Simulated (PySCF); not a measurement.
**C5 (pentacarbon): density, localisation and related maps**

```xyz
5

C    -2.3205   -0.1937   -1.0835
C    -1.1556   -0.1005   -0.5313
C     0.0063   -0.0060    0.0185
C     1.1687    0.0876    0.5677
C     2.3343    0.1774    1.1195
```

Geometry: PBE0-D3(BJ)/def2-SVP.

These are results of PBE0/pcSseg-1, SCF density, gas phase, non-relativistic (PySCF), not measurements.

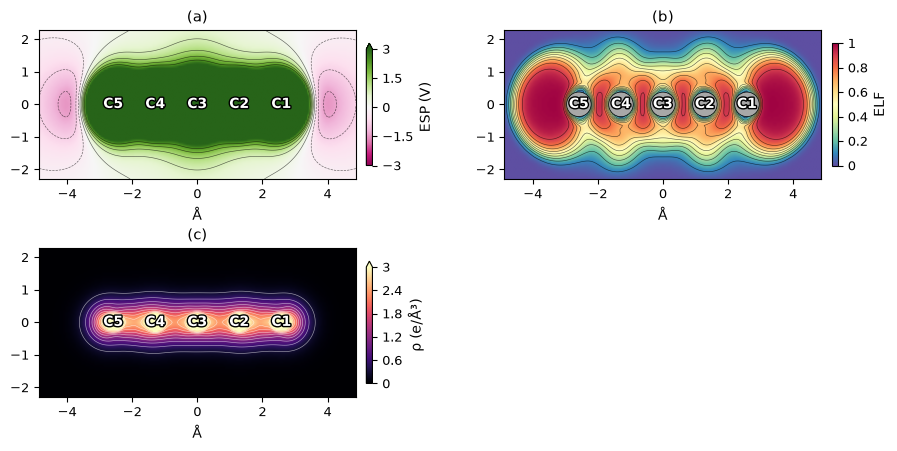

Figure 1. (a) electrostatic potential; (b) electron localisation function; (c) total electron density on a plane that holds the molecular axis. Grey discs cover the atomic cores in the ELF map.

What do the fields say about this system?

- The plane passes through C nuclei.
- C–C (1.29 Å): the density is about 2.4 e/Å³ at the midpoint; the ELF peaks at about 0.90 between the atoms (a short, multiple covalent bond).
- The ELF also peaks beside C5 and C1, away from the bonds: lone-pair regions.
- Outside the dense part of the molecule the potential is most negative (−1.5 V) near C1 and C5.

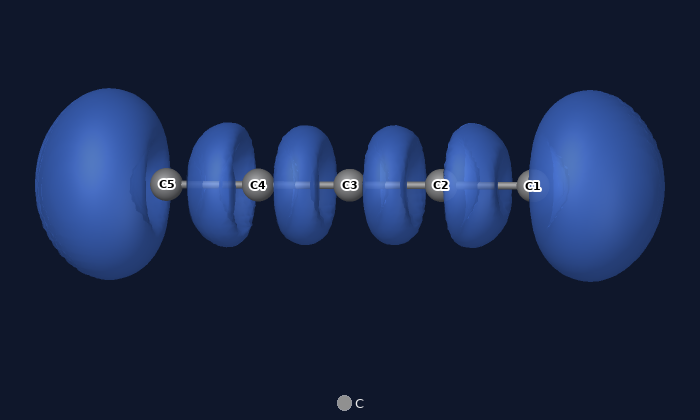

Figure 2. Isosurface of the electron localisation function at 0.75 (blue), seen from one side. Only the valence region is drawn (cores and ρ < 0.01 e/Å³ removed).

Where are the electrons localised?

At this value the surface marks out four regions between bonded C–C atoms (shared pairs) and two lobes on C, pointing away from the bonds (lone pairs).

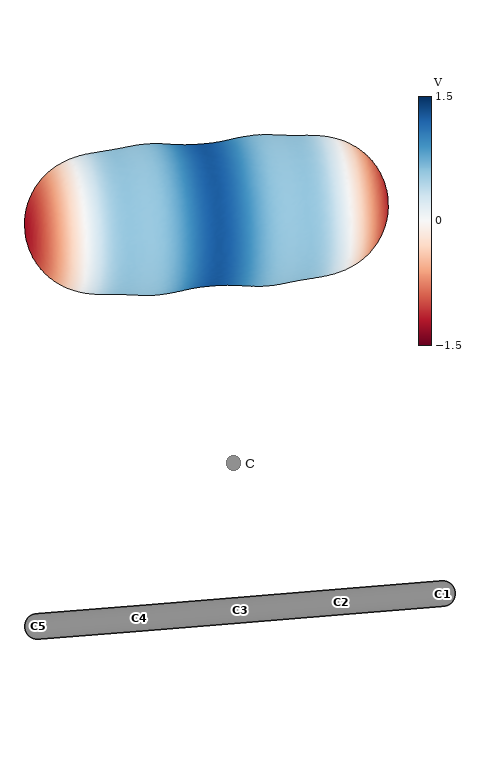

Figure 3. The electrostatic potential painted on the density surface at 0.002 e/bohr³, seen at a tilt; red is negative and blue positive. The bare structure is drawn below in the same view.

Describe the electrostatic potential map.

The most negative region (about −1.2 V, or −28 kcal/mol for a unit charge) lies over C1 and C5, the most positive (about +1.2 V, or +28 kcal/mol for a unit charge) over C3.

How polar is the molecule by this calculation?

Its dipole moment is zero.
